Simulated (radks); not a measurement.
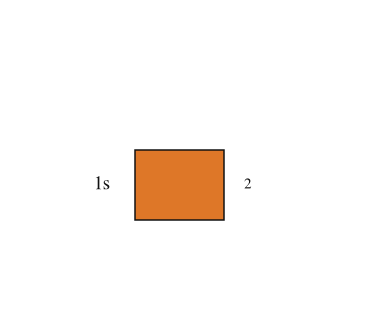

Fig. 1: The outer shells as the input fills them: a box for each of the 2l + 1 orbitals, shaded by the share of the shell that is filled, with the electron count at the right.

## He: atomic calculation

A free He atom in the configuration 1s2. Computed at this level: non-relativistic Kohn-Sham, r2SCAN, spin-polarised, spherical densities, point nucleus (the in-house radial solver radks).

**Log**
```
1s      1   1.0000          -0.60772035
1s      2   1.0000          -0.60772035
Etot -2.9049561243031405
Ekin 2.872596525717625
Encl -6.754608770080389
Eh 2.041827403288856
Exc -1.064771283229233
err 9.452887360757229e-08
it 10
```

**The input**
```
Z 2
configuration [He]
relativity non-relativistic
functional r2scan,r2scan
spin polarised
nucleus point
mesh_step 0.03
max_iterations 62
```

Energies in input and log are in hartree, lengths in bohr.

The run was one of a batch that the task file lists, launched with:
```bash
python <driver script> task.json out
```

**Outcome**

```tsv
quantity	value
outcome	converged
total energy	−2.904956 hartree
kinetic energy	2.872597 hartree
electron–nucleus energy	−6.754609 hartree
Hartree energy	2.041827 hartree
exchange–correlation energy	−1.064771 hartree
radius at density 0.001 e/bohr³	2.53 bohr
SCF iterations	10
hardware	1 thread of Arm Neoverse N1, 77 GiB of memory available, shared host
```

**What is odd here**

A numerical setting was moved from its usual value: mesh step h = 0.03. The program ran to the end, and its total energy equals that of the same run with the usual input (−2.90496 hartree) within 10⁻⁵ hartree, so the oddity leaves no trace in it.
